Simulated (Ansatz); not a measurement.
CaZnBr$_{4}$

Input

```
crystal:
  lattice:
    - [4.6891175671, -4.7051769654, 0.0]
    - [4.6891175671, 4.7051769654, 0.0]
    - [0.0, 0.0, 4.0977186154]
  atoms:
    - { symbol: Ca, position: [0.5, 0.5, 0.5] }
    - { symbol: Zn, position: [0.0, 0.0, 0.0] }
    - { symbol: Br, position: [0.8162112472, 0.1837887528, 0.5] }
    - { symbol: Br, position: [0.286898948, 0.286898948, 0.0] }
    - { symbol: Br, position: [0.713101052, 0.713101052, 0.0] }
    - { symbol: Br, position: [0.1837887528, 0.8162112472, 0.5] }
basis:
  ecutwfc: 420
kpoints:
  mp_grid: { grid: [4, 4, 8] }
hamiltonian:
  xc: pbe
scf:
  occupations: { method: gaussian, width: 0.02 }
output:
  forces: true
  stress: true
  eigenvalues: true
  write_density: true
  write_potential: true
  elf: true
  volumetric_format: npy
relax:
  adjacent_minimum: "off"
  f_tol: 0.01
  max_steps: 80
  cell: { stress_tol: 0.05 }
```

Command:

```sh
ansatz run input.yaml --threads 1 --pin off --max-ram 2560MiB --backend cpu --events-out ev --progress --plain --runs-dir out
```

Below, planes, directions and counts refer to the conventional cell (a = 9.43 Å, b = 9.45 Å, c = 4.06 Å, α = 90.00°, β = 90.00°, γ = 90.00°).

The fields are those of the run's last geometry, not of the input's.

Space group Cmmm; a structure generated by program, which may or may not match a known phase.

The calculation used Ansatz, DFT PBE, scalar-relativistic, plane waves, PAW.

### Predict the valence pseudo-density and electron localisation function between the atoms.

Ca–Br (2.99 Å): ρ at the midpoint is about 0.16 e/Å³, with its minimum of 0.14 e/Å³ about 1.3 Å from Ca; the ELF is about 0.30 at the midpoint (a largely ionic contact).

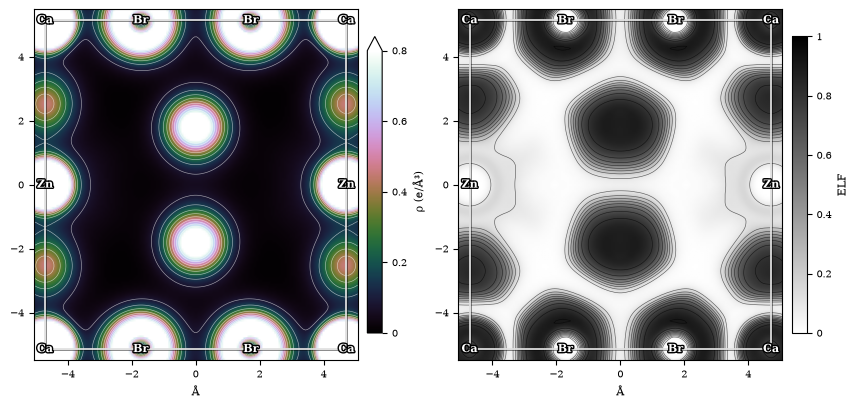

Computed valence pseudo-density and electron localisation function on the (011) plane of the conventional cell, in this order. Atoms just off the plane (Br, 0.8 Å away) can leave unmarked features too.

In a PAW calculation such maps are meaningful between the atoms, not at the nuclei.
